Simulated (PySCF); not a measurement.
```xyz
2

Ga    0.0000    0.0000   -0.7088
Cl    0.0000    0.0000    1.3972
```

Level of theory: PBE0/cc-pVTZ(-PP), non-relativistic Hamiltonian with scalar-relativistic core potentials where named, at a bond length of 2.106 Å in PySCF 2.14.0.

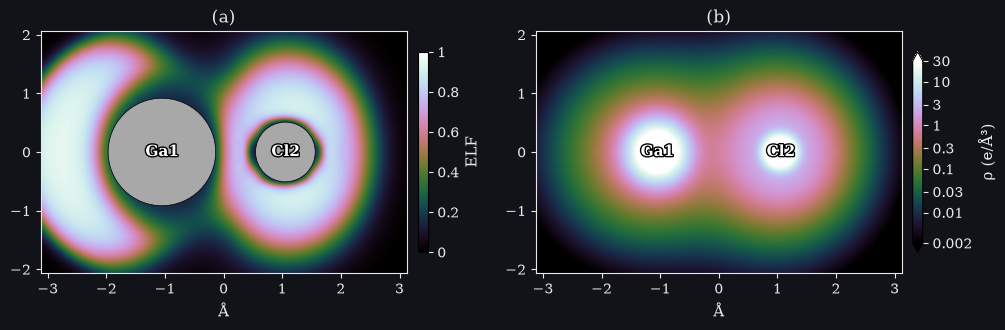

GaCl (charge +1, doublet). (a) ELF; (b) electron density on a plane that holds the molecular axis. Grey discs cover the atomic cores in the ELF map.

Question: Describe what can be read from this map.

Answer:
- The section cuts through Ga and Cl sites.
- Ga–Cl (2.11 Å): ρ at the midpoint is about 0.76 e/Å³; the ELF peaks at about 0.75 in the valence shell of Cl, 0.8 Å from its nucleus, and is about 0.55 at the midpoint.
- The ELF also peaks beside Cl2, away from the bonds: non-bonding electrons, paired or unpaired.
